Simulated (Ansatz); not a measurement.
# Starting-point dependence of the GW gap of SnO2 (Pnnm), part 2 of 2

Aim: G0W0 for SnO2 (Pnnm) on several starting functionals, at one mesh, band count and screening cutoff.

Ansatz 0.2.0; G0W0 on several functionals, plane waves, PAW. Known limits of the many-body steps: not at the basis limit; no spin-orbit coupling; coarse k mesh.

So far. Step 3 (G0W0 on r2SCAN): Against the run with 4×4×4 mesh, 171 empty bands, screening to 100 eV, PAW set soft_1 files on LDA, the gap moves by +0.49 eV, while the start moved by +0.73 eV. Step 4 (G0W0 on HSE06): Against the run with 4×4×4 mesh, 171 empty bands, screening to 100 eV, PAW set soft_1 files on r2SCAN, the gap moves by +0.53 eV, while the start moved by +1.02 eV.

In doubt: masses and optical values from hybrid runs of this build are listed as unsure (steps 4, 5, 6), which bears on the screening that GW takes from such a start.

### 5. G0W0 on PBE0

This step: G0W0 on PBE0, plane waves, PAW; PAW set soft_1.

File input.yaml:

```yaml
crystal:
  lattice:
    - [4.788004, 0.0, 0.0]
    - [0.0, 4.866582, 0.0]
    - [0.0, 0.0, 3.240898]
  atoms:
    - { symbol: Sn, position: [0.5, 0.5, 0.5] }
    - { symbol: Sn, position: [0.0, 0.0, 0.0] }
    - { symbol: O, position: [0.291855, 0.321042, 0.0] }
    - { symbol: O, position: [0.791855, 0.178958, 0.5] }
    - { symbol: O, position: [0.208145, 0.821042, 0.5] }
    - { symbol: O, position: [0.708145, 0.678958, 0.0] }
kpoints:
  mp_grid: { grid: [4, 4, 4] }
hamiltonian:
  xc: pbe0
  pseudopotentials: { kind: paw, azcp: { folder: soft_1 } }
scf:
  occupations: { method: fixed }
gw:
  n_empty_bands: 171
  ecut_chi: 100
  qp_bands: [v2, c2]
  qp_kpoints: band_edges
  screening: { model: contour_deformation }
```

Run with:

```console
$ ansatz run input.yaml --threads 2 --pin off --max-ram 92160MiB --backend cuda --events-out ev --progress --plain --runs-dir out --devices 1 --max-vram 13GiB
```

Numbers of over 12 decimals in the logs are rounded to 6 here.

The program printed:

```text
GPUs: using 1 of 1 available (devices: 1).
[...]
GPU FFT provider: cuFFT
GPU libraries: cuBLAS 13.8.2, cuFFT 12.4.0, cuSOLVER 12.3.4
Crystal: 6 atoms, lattice volume = 75.517 Å³
Basis set: ecut = 420 eV, 1479 PW (Γ)
Bands: 32, of which v1, the nominal top of the filled ones, is band 26 counted from 1 (25 counted from 0)
Symmetry: 8 space group operations
[...]
k-points: 27 of 64
[...]
1    27     12.8311   -15.0093    -3.2423   -18.9284  0.8388    13.5104    13.5079  root
     1    28     16.3083   -13.4567    -4.2449   -18.4836  0.8226    17.0957    17.0903  root
[...]
26    25      6.2169   -26.5391     4.8284   -22.0808  0.7880     6.5855     6.5869  root
    26    26      6.2169   -26.5391     4.8284   -22.0808  0.7880     6.5855     6.5869  root
    26    27     14.0701   -12.7355    -3.7905   -17.1372  0.8456    14.6837    14.6814  root
    26    28     14.0701   -12.7355    -3.7905   -17.1372  0.8456    14.6837    14.6814  root
[key lines of the parts left out:]
Free energy (F): -14324.450245 eV
Fermi energy:    6.974571 eV
```

The job ended after 68 s (1 × NVIDIA H100 80GB HBM3 (shared by 6 runs) with 2 threads of AMD EPYC 7R13 (Zen 3), shared host; peak memory 1.7 GiB; 74 s of CPU time).

This step gave:

```yaml
bands_summed: 197
rpa_eps_infinity_on_this_mesh_eigenvalues: 3.348, 3.375, 3.725
plane_waves_in_the_screening_matrix: 177
g0w0_gap_on_the_mesh: 3.113 eV
k_of_the_valence_top: 0, 0, 0
k_of_the_conduction_bottom: 0, 0, 0
starting_gap_on_the_mesh: 3.137 eV
least_direct_g0w0_gap_on_the_computed_points: 3.113 eV
```

Against the run with 4×4×4 mesh, 171 empty bands, screening to 100 eV, PAW set soft_1 files on HSE06, the gap moves by +0.22 eV, while the start moved by +0.71 eV.

### 6. G0W0 on Hartree-Fock

This step: G0W0 on Hartree-Fock, plane waves, PAW; PAW set soft_1.

Changes to input.yaml since step 5:

```diff
@@ -15,3 +15,3 @@
 hamiltonian:
-  xc: pbe0
+  xc: hf
   pseudopotentials: { kind: paw, azcp: { folder: soft_1 } }
```

The program printed:

```text
GPUs: using 1 of 1 available (devices: 1).
[...]
GPU FFT provider: cuFFT
GPU libraries: cuBLAS 13.8.2, cuFFT 12.4.0, cuSOLVER 12.3.4
Crystal: 6 atoms, lattice volume = 75.517 Å³
Basis set: ecut = 420 eV, 1479 PW (Γ)
Bands: 32, of which v1, the nominal top of the filled ones, is band 26 counted from 1 (25 counted from 0)
Symmetry: 8 space group operations
[...]
k-points: 27 of 64
[...]
1    27     17.3808   -12.8081    -2.8107   -12.8243  0.9103    14.5987    14.5864  root
     1    28     21.5611   -11.6237    -3.1630   -11.6347  0.9044    18.4289    18.4092  root
[...]
26    25      2.1593   -26.3179     3.2673   -26.3096  0.8811     5.3897     5.4182  root
    26    26      2.1593   -26.3179     3.2673   -26.3096  0.8811     5.3897     5.4182  root
    26    27     18.8786   -11.0513    -3.0665   -11.0643  0.9137    15.8403    15.8251  root
    26    28     18.8786   -11.0513    -3.0665   -11.0643  0.9137    15.8403    15.8251  root
[key lines of the parts left out:]
Free energy (F): -14168.119676 eV
Fermi energy:    3.140546 eV
```

Wall time 68 s (1 × NVIDIA H100 80GB HBM3 (shared by 6 runs) with 2 threads); peak memory 1.7 GiB; 82 s of CPU time.

This step gave:

```
bands summed                                 : 197
RPA ε∞ on this mesh (eigenvalues)            : 2.087, 2.095, 2.248
plane waves in the screening matrix          : 177
G0W0 gap on the mesh                         : 5.346 eV
k of the valence top                         : 0, 0, 0
k of the conduction bottom                   : 0, 0, 0
starting gap on the mesh                     : 11.39 eV
least direct G0W0 gap on the computed points : 5.346 eV
```

Against the run with 4×4×4 mesh, 171 empty bands, screening to 100 eV, PAW set soft_1 files on PBE0, the gap moves by +2.23 eV, while the start moved by +8.25 eV.

### 7. Side by side

All on the 4×4×4 mesh with 171 empty bands and screening to 100 eV. Times are wall times on 1 × NVIDIA H100 80GB HBM3 (shared by 6 runs) with 2 threads of AMD EPYC 7R13 (Zen 3), shared host, good to a factor of about two.

```tsv
start	starting gap (eV)	shift (eV)	G0W0 gap (eV)	RPA ε∞ (harmonic mean)	Z (valence, conduction)	time
LDA	0.68	+1.19	1.87	5.75	0.73, 0.79	21 s
r2SCAN	1.41	+0.96	2.37	4.34	0.76, 0.83	27 s
HSE06	2.43	+0.47	2.90	3.70	0.78, 0.85	79 s
PBE0	3.14	−0.02	3.11	3.47	0.79, 0.86	68 s
Hartree-Fock	11.39	−6.04	5.35	2.14	0.88, 0.92	68 s
```

The parts of the quasiparticle energy at the two band edges (eV; QP = start + Σx + Σc − Vxc):

```tsv
run	edge	start	Σx	Σc	Vxc	Z	QP
LDA	valence top	8.29	-26.11	4.86	-20.92	0.73	7.95
LDA	conduction bottom	8.97	-15.68	-2.59	-19.13	0.79	9.83
r2SCAN	valence top	8.26	-26.83	5.08	-21.45	0.76	7.96
r2SCAN	conduction bottom	9.67	-14.09	-3.15	-17.90	0.83	10.33
HSE06	valence top	7.38	-26.99	4.85	-22.33	0.78	7.56
HSE06	conduction bottom	9.80	-13.74	-3.22	-17.61	0.85	10.46
PBE0	valence top	6.97	-27.00	4.70	-22.74	0.79	7.42
PBE0	conduction bottom	10.11	-13.70	-3.16	-17.29	0.86	10.53
```

For a hybrid start, Vxc holds its share of exact exchange.

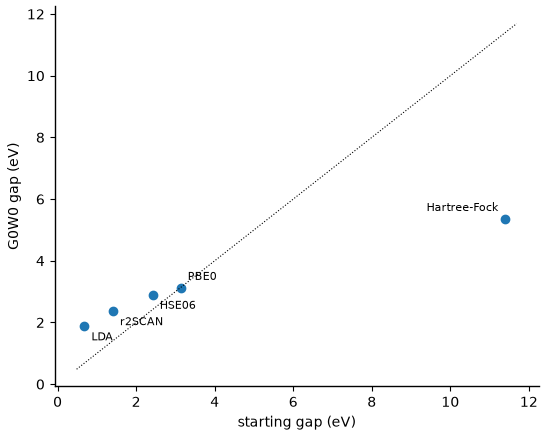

G0W0 gap against starting gap; on the dotted line the correction would vanish.

### 8. Outcome

| Property | Result |
| --- | --- |
| G0W0@LDA | 1.87 eV (start 0.68 eV) |
| G0W0@r2SCAN | 2.37 eV (start 1.41 eV) |
| G0W0@HSE06 | 2.90 eV (start 2.43 eV) |
| G0W0@PBE0 | 3.11 eV (start 3.14 eV) |
| G0W0@Hartree-Fock | 5.35 eV (start 11.39 eV) |
| known limits | not at the basis limit; no spin-orbit coupling; coarse k mesh |

**Reading.** The starting gaps span 10.70 eV and the G0W0 gaps 3.47 eV. Between LDA and Hartree-Fock, 3.47 eV of the 10.70 eV survives, 32 %. Hartree-Fock screens less than LDA (ε∞ 2.14 against 5.75). Of the 3.47 eV by which its G0W0 gap is higher, the correlation part gives +1.19 eV, and exchange with the one-particle terms, which follow the orbitals, +2.28 eV. On Hartree-Fock the correction is negative: that start lies above its own G0W0 value. The smallest correction, −0.02 eV, is on PBE0, the start nearest to reproducing itself. Bands and cutoff are finite, so the gap is not at the basis limit. The miss can reach some tenths of an eV and take either sign; the mesh is an error of its own. The 4×4×4 mesh is coarse for this cell (its supercell is 13 Å along the shortest edge). The RPA ε∞ on it, from the LDA start, is 5.44, 5.90 and 5.94; such meshes misread the long-range screening, most where the gap is narrow. The program warns that the mesh is coarse for exact exchange, which bears on the hybrid start's gap. The many-body steps are scalar-relativistic: spin-orbit coupling is not in them.

[Paths, hosts, dates, memory and timing lines, banners, echoed tables and standing remarks are left out of the program output.]

[Logs are printed without paths, hosts, clocks, repeated set-up lines and the standing remarks that a program may print on its own settings, such as how far it seeks lower states.]

[Runs of the session that timed out or met a known fault of the program may be left out.]

[Cells called generated may have been cut or substituted from an entry of the Crystallography Open Database or the Materials Project.]

[Hosts, paths, dates, database ids (printed as entryN), source tags and the programs' standing remarks are cut or masked in the printed files.]
